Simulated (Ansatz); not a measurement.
**A computed series for NbN: alloy series**

The parent structure is NbN in the rock salt structure (space group Fm-3m, No. 225; a = 4.421 Å).

The other end (x = 1) is YN in the rock salt structure (space group Fm-3m, No. 225): 14.76 Å³/atom, gap 0.21 eV.

Y replaces a fraction x of Nb; each row is one arrangement (x, atoms in the cell, starting space group or random), fully relaxed.

Method: Ansatz (a first-principles code) PBE, scalar-relativistic without spin-orbit coupling.

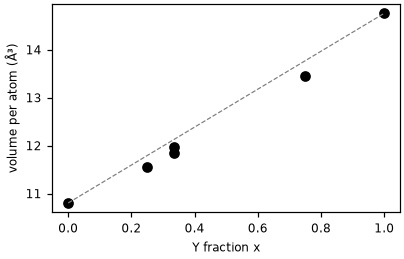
Volume per atom against Y fraction x; the dashed line joins the ends

```tsv
Y fraction x	volume per atom
x(Y) = 0.25, 8 atoms, R-3m	11.54 Å³
x(Y) = 0.333, 6 atoms, I4/mmm	11.98 Å³
x(Y) = 0.333, 6 atoms, Immm	11.85 Å³
x(Y) = 0.75, 8 atoms, I4/mmm	13.46 Å³
```

These are small ordered cells, not random alloys; other orderings at the same x differ. Stability against distortions was not tested. All final runs are without spin polarisation. A zero or small gap of YN can be the functional's error rather than a property of the material.
